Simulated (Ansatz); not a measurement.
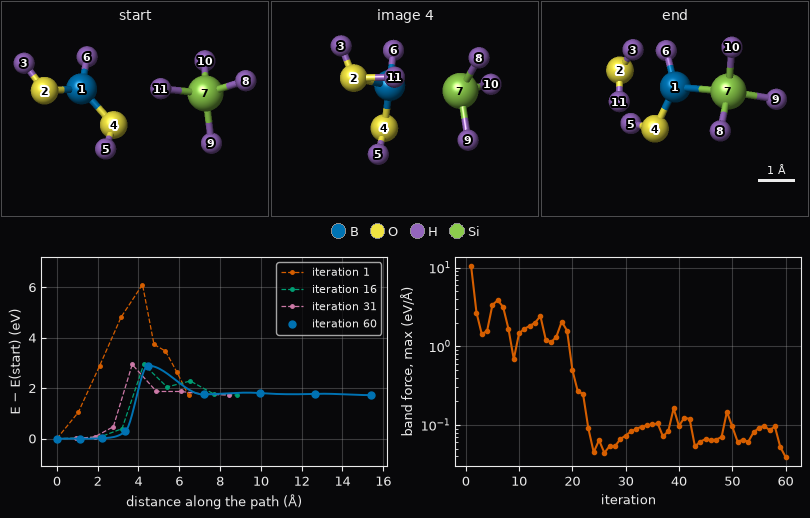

A search for the minimum-energy path of BSiH₇O₂, made up at the start of BH₃O₂ and SiH$_{4}$ by the nudged elastic band. Images are numbered from 0 (start) to 8 (end). The plot follows the band through its iterations. The picture is a ball-and-stick view, seen at a tilt.

Computed with Ansatz 0.2.0, RKS B3LYP-D4/6-31G*. Run with 7 movable images; climbing image; force threshold 0.05 eV/Å; iteration limit 60; starting path through a guess of the saddle point.

Question: Did the band converge, and can the barrier be trusted?

Answer: The run is converged, with reservations. The band converged in 60 iterations. The largest component of the band force went from 10 to 0.039 eV/Å. The climbing image converged on the top of the path. Its vibrational analysis gives one imaginary mode (1354i cm⁻¹), as a transition state must have. The first iteration put the highest image at 6.11 eV. The energy climbs by 2.90 eV to image 4 and then falls by 1.17 eV, so the end point sits at +1.73 eV.

Limits of the set-up: the start holds two separate molecules, 3.0 Å apart at their closest, whose relative position is a soft coordinate.
